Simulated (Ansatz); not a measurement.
# H₆NPSSi: basis-set convergence

Aim: see how fast density functionals converge with the basis set for H₆NPSSi.

The runs use Ansatz 0.2.0, Gaussian basis; one geometry, several basis sets.

Levels to be run: PBE0-D4/def2-SVP; ωB97M-V/def2-SVP; PBE0-D4/def2-QZVPP; ωB97M-V/def2-QZVPP; the functionals' def2-TZVPP values are taken from earlier runs.

## 1. Structure used throughout

All runs share one geometry, relaxed beforehand with PBE0-D4 in a triple-zeta def2 set.

10 atoms, charge 0, spin multiplicity 1.

Atoms are counted from 1 here; the program's logs count them from 0.

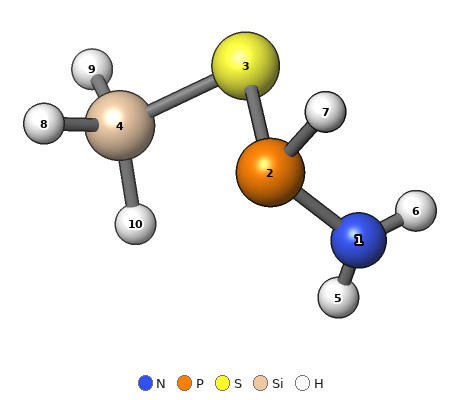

The geometry (nitrogen blue, phosphorus orange, sulfur yellow, silicon light orange, hydrogen white); atoms are numbered from 1 in the order of the file.

## 2. PBE0-D4 in def2-SVP

The input, in.yaml:

```yaml
crystal:
  periodic: [false, false, false]
  atoms:
    - {symbol: N, position_ang: [-0.194347, 2.018762, -0.852069]}
    - {symbol: P, position_ang: [0.464448, 0.507272, -1.199862]}
    - {symbol: S, position_ang: [1.255625, -0.305860, 0.628416]}
    - {symbol: Si, position_ang: [-0.305183, -1.729372, 0.919662]}
    - {symbol: H, position_ang: [-1.180247, 2.011493, -0.640123]}
    - {symbol: H, position_ang: [0.308005, 2.662541, -0.258097]}
    - {symbol: H, position_ang: [1.737234, 0.967691, -1.616608]}
    - {symbol: H, position_ang: [-0.290724, -2.772998, -0.135614]}
    - {symbol: H, position_ang: [-0.078847, -2.351678, 2.248466]}
    - {symbol: H, position_ang: [-1.632763, -1.059050, 0.908629]}
basis:
  gaussian: {orbitals: def2-SVP}
hamiltonian: {xc: pbe0, dispersion: d4}
output: {orbitals: {seedname: orbitals}}
```

On the command line:

```console
> ansatz run in.yaml --threads 2 --pin off --events-out ev --progress --plain --max-ram 4352MiB
```

After this run come: ωB97M-V in def2-SVP; PBE0-D4 in def2-QZVPP; ωB97M-V in def2-QZVPP.

Before running them: what should the planned runs give, taken together? Wanted: PBE0-D4: double and triple zeta above quadruple; ωB97M-V: double and triple zeta above quadruple.

As calculated:

| quantity | value |
| --- | --- |
| PBE0-D4: double and triple zeta above quadruple | 12.87, 1.00 eV |
| ωB97M-V: double and triple zeta above quadruple | 12.90, 0.94 eV |

PBE0-D4 gains 11.88 eV from double to triple zeta, then 1.00 eV more. These are total energies; as a rule much of such shifts cancels in differences, which this series doesn't test. The LUMO of ωB97M-V is positive and keeps falling with the basis (2.14 to 1.21 eV): an unbound level that the basis holds in place.
